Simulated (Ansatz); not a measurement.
**BNH2Cl (SMILES N[B]Cl) at U-r2SCAN/def2-TZVP**

What is the energy change on altering one bond length of BNH2Cl at U-r2SCAN/def2-TZVP? 

The calculation is run with Ansatz 0.2.0.

61 further runs of the same task are left out: 61 set aside as unsound or not needed.

## Step 1: Starting point

BNH2Cl: 5 atoms, total charge 0, spin state doublet. As SMILES, `N[B]Cl`. The shape is that of a PBE0-D4/def2-TZVP optimisation. This is one conformer, not always the lowest.

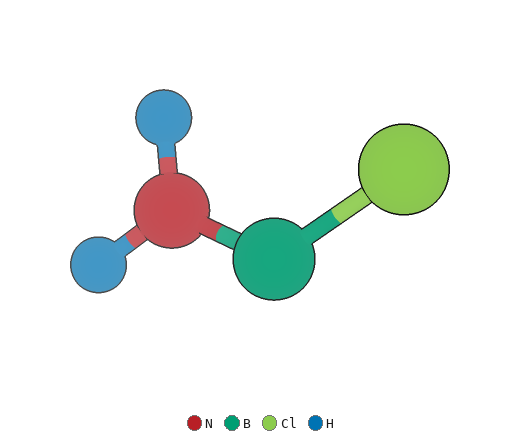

Viewed from a chosen angle; nitrogen red, boron teal, chlorine green, hydrogen blue.

## Step 2: A single-point energy at U-r2SCAN/def2-TZVP

The input, molecule.yaml:

```yaml
crystal:
  periodic: [false, false, false]
  atoms:
    - {symbol: "N", position_ang: [-0.334000, 0.412100, -0.256700]}
    - {symbol: B, position_ang: [-0.098400, -0.544600, 0.704400]}
    - {symbol: Cl, position_ang: [1.343200, -1.526200, 0.784600]}
    - {symbol: H, position_ang: [-1.176700, 0.959900, -0.273100]}
    - {symbol: H, position_ang: [0.315800, 0.625100, -1.000600]}
basis:
  gaussian: {orbitals: def2-TZVP}
magnetization: {spin_polarized: true, initial_magnetization: 1}
hamiltonian: {xc: r2scan}
accuracy: high
output: {orbitals: {seedname: orbitals}}
```

The run is started by

```bash
ansatz run molecule.yaml --threads 1 --pin off --max-ram 3480MiB --events-out events.jsonl --progress --plain --runs-dir runs
```

The log of the run:

```text
Warning: RAYON_NUM_THREADS=1 ignored (pool sized by the plan → 1); use --threads N
Functional definition: r2SCAN
  name "r2SCAN"
  parameter k0 = 0.174
  parameter k1 = 0.065
  parameter a1 = 4.9479
  exchange = r2scan_x(k0 = k0, k1 = k1, a1 = a1)
  correlation = r2scan_c
1844 factors; integrals over basis functions are off by at most 3.6e-9 eV
mean field evaluation 1: about -14713.1494 eV, gradient 4.5e1 eV
mean field evaluation 2: about -14693.3210 eV, gradient 7.3e1 eV
mean field evaluation 4: about -14720.9703 eV, gradient 4.7e0 eV
mean field evaluation 8: about -14721.0801 eV, gradient 6.9e-2 eV
mean field evaluation 16: about -14721.0801 eV, gradient 7.4e-5 eV
mean field -14721.08014129 eV, -540.9897168860 hartree, gradient 4.8e-8 eV, S^2 0.755189; 0 other end points of the search recorded, 0 dependent functions left out
reference -14721.08014401 eV, -540.9897169859 hartree; 16, 15 occupied and 95, 96 virtual orbitals, 1844 factors
Total energy: -14721.08014401 eV, -540.9897169859 hartree
```

It took 16 s on 1 thread of Arm Neoverse V2, shared host; peak memory 0.38 GiB.

## Step 3: The distorted shape

The input, molecule.yaml:

```yaml
crystal:
  periodic: [false, false, false]
  atoms:
    - symbol: "N"
      position_ang: [-0.404675, 0.699090, -0.545010]
    - symbol: B
      position_ang: [-0.098400, -0.544600, 0.704400]
    - symbol: Cl
      position_ang: [1.343200, -1.526200, 0.784600]
    - symbol: H
      position_ang: [-1.247375, 1.246890, -0.561410]
    - symbol: H
      position_ang: [0.245125, 0.912090, -1.288910]
basis:
  gaussian: {orbitals: def2-TZVP}
magnetization: {spin_polarized: true, initial_magnetization: 1}
hamiltonian: {xc: r2scan}
output: {orbitals: {seedname: orbitals}}
accuracy: high
```

The run is started by

```bash
ansatz run molecule.yaml --threads 1 --pin off --max-ram 3480MiB --events-out events.jsonl --progress --plain --runs-dir runs
```

The log of the run (excerpt; [...] marks lines left out):

```text
Warning: RAYON_NUM_THREADS=1 ignored (pool sized by the plan → 1); use --threads N
[... 7 set-up lines as earlier in the session ...]
1842 factors; integrals over basis functions are off by at most 3.5e-9 eV
mean field evaluation 1: about -14710.5650 eV, gradient 4.6e1 eV
mean field evaluation 2: about -14656.6306 eV, gradient 8.9e1 eV
mean field evaluation 4: about -14718.7806 eV, gradient 9.3e0 eV
mean field evaluation 8: about -14719.2814 eV, gradient 2.8e-1 eV
mean field evaluation 16: about -14719.2819 eV, gradient 6.0e-4 eV
mean field -14719.28194487 eV, -540.9236343864 hartree, gradient 5.5e-8 eV, S^2 0.759134; 0 other end points of the search recorded, 0 dependent functions left out
reference -14719.28194772 eV, -540.9236344910 hartree; 16, 15 occupied and 95, 96 virtual orbitals, 1842 factors
Total energy: -14719.28194772 eV, -540.9236344910 hartree
```

It took 14 s on 1 thread of Arm Neoverse V2, shared host; peak memory 0.38 GiB.

## Step 4: What came out

Level: U-r2SCAN/def2-TZVP.

| quantity | value |
| --- | --- |
| first shape: total energy | -540.98972 Eh |
| first shape: HOMO energy (highest over α and β) | -4.99 eV |
| first shape: LUMO energy (lowest over α and β) | -1.65 eV |
| first shape: ⟨S²⟩ | 0.755 |
| distorted shape: total energy | -540.92363 Eh |
| distorted shape: HOMO energy (highest over α and β) | -5.80 eV |
| distorted shape: LUMO energy (lowest over α and β) | -2.41 eV |
| distorted shape: ⟨S²⟩ | 0.759 |
| energy change with the N1–B2 bond stretched from 1.376 to 1.789 Å | 1.798 eV |

With the N1–B2 bond stretched from 1.376 to 1.789 Å the energy rises by 1.80 eV (173 kJ/mol). The first shape isn't relaxed at this level, so the change isn't measured from a minimum.
